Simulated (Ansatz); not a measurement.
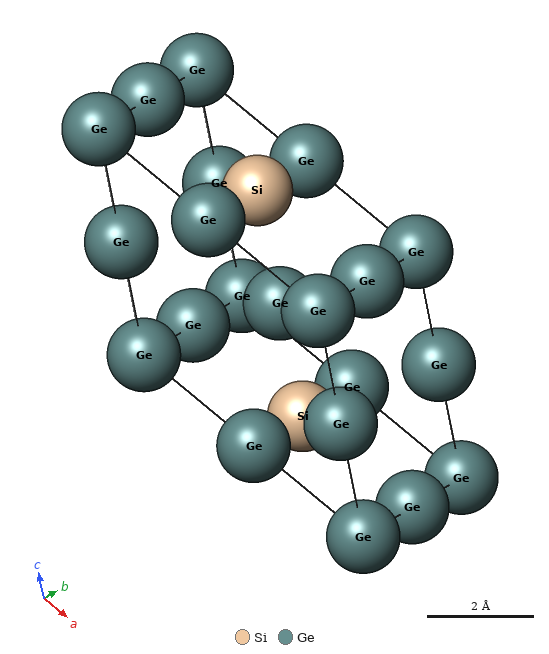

Spheres-only representation of a periodic structure, projected slightly off an axis. Atoms at the boundary of the simulation cell (the box) are drawn once for each face, edge or corner they touch.

Input deck:
```yaml
crystal:
  lattice:
    - [-2.877950516, 2.877950516, 3.7688945219]
    - [2.877950516, -2.877950516, 3.7688945219]
    - [2.877950516, 2.877950516, -3.7688945219]
  atoms:
    - { symbol: Si, position: [0.5, 0.5, 0.0] }
    - { symbol: Ge, position: [0.0, 0.0, 0.5] }
    - { symbol: Ge, position: [0.5, 0.5, 0.5] }
    - { symbol: Ge, position: [0.0, 0.5, 0.0] }
    - { symbol: Ge, position: [0.5, 0.0, 0.0] }
    - { symbol: Ge, position: [0.0, 0.0, 0.0] }
basis:
  ecutwfc: 420
kpoints:
  mp_grid: { grid: [10, 10, 10] }
  band_path:
    path:
      - [[0.0, 0.0, 0.0], [0.0, 0.0, 0.5], [0.25, 0.25, 0.25], [0.0, 0.5, 0.0], [0.0, 0.0, 0.0], [0.5, 0.5, -0.5], [0.39577354, 0.60422646, -0.39577354]]
      - [[-0.39577354, 0.39577354, 0.39577354], [0.0, 0.0, 0.0]]
      - [[0.0, 0.0, 0.5], [-0.29154707, 0.29154707, 0.5]]
      - [[0.5, 0.5, -0.29154707], [0.5, 0.5, -0.5]]
    npoints: 14
hamiltonian:
  xc: pbe
scf:
  occupations: { method: gaussian, width: 0.1 }
  n_extra_bands: 15
output:
  forces: true
  stress: true
  eigenvalues: true
  populations: true
  dos: { projected: true, de: 0.02, nscf_kmesh: { grid: [12, 12, 12] } }
  bader: true
```
Run as:
```sh
ansatz run input.yaml --threads 1 --pin off --max-ram 2560MiB --backend cpu --events-out ev --progress --plain --runs-dir out
```

Electronic-structure method: Ansatz, DFT PBE, scalar-relativistic, plane waves, PAW. Parameters: plane-wave cutoff 420 eV, the zone sampled with 10×10×10 points, Gaussian smearing of 0.1 eV, no spin polarisation.

State the Bader charges by element.

Answer. Si -0.03 e; Ge -0.04 to +0.02 e. Little charge moves, as in a metallic or covalent solid.

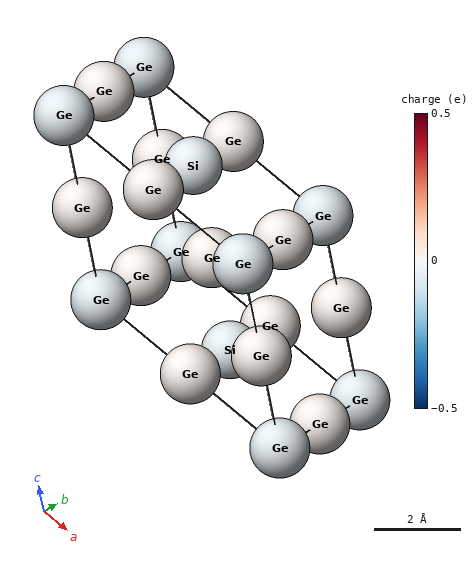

The atoms coloured by those charges.

The structure comes from a random cell made by a generator, so it need not be a real form of the compound. Earlier steps of the study, as a rule a relaxation of our own, may have changed the cell and positions, so they can lie some per cent off the listed ones. It went into a calculation with Ansatz.
